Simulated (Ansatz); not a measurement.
System: FGaH$_{4}$Si (SMILES F[SiH2][GaH2]).

Input

```
crystal:
  periodic: [false, false, false]
  atoms:
    - {symbol: F, position_ang: [-2.135294, -0.174658, 0.502957]}
    - {symbol: Si, position_ang: [-0.881884, -0.107762, -0.505821]}
    - {symbol: Ga, position_ang: [1.212100, 0.147135, 0.675569]}
    - {symbol: H, position_ang: [-0.903989, -1.358180, -1.316488]}
    - {symbol: H, position_ang: [-1.127619, 1.030594, -1.435869]}
    - {symbol: H, position_ang: [1.294698, 0.234087, 2.240422]}
    - {symbol: H, position_ang: [2.541999, 0.228784, -0.160770]}
basis:
  gaussian: {orbitals: def2-TZVPP}
hamiltonian: {xc: pbe0, dispersion: d4}
output: {orbitals: {seedname: orbitals}}
```

Run with:

```sh
ansatz run in.yaml --threads 2 --pin off --events-out ev --progress --plain --max-ram 4352MiB
```

Geometry: PBE0-D4/def2-TZVP.

Computed with RKS PBE0-D4/def2-TZVPP (Ansatz 0.2.0).

Predict the electron density and electron localisation function between the atoms.

Answer. Si–F (1.61 Å): ρ is about 1.1 e/Å³ halfway; the ELF peaks at about 0.85 in the valence shell of F, 0.6 Å from its nucleus, and is about 0.55 at the midpoint.
Ga–Si (2.42 Å): the density is about 0.56 e/Å³ at the midpoint; the ELF peaks at about 0.95 between the atoms: a covalent bond.
Ga–H (1.57 Å): the density is about 0.99 e/Å³ at the midpoint; the ELF climbs to about 1 towards the hydrogen.

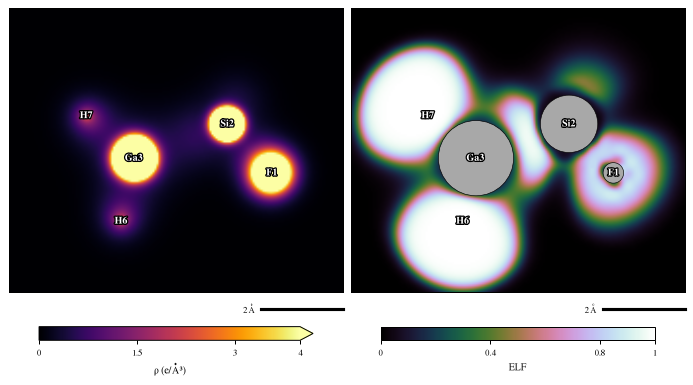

Computed electron density and electron localisation function on the plane of atoms Si2, Ga3 and H7, in this order. Grey discs cover the atomic cores in the ELF map. 
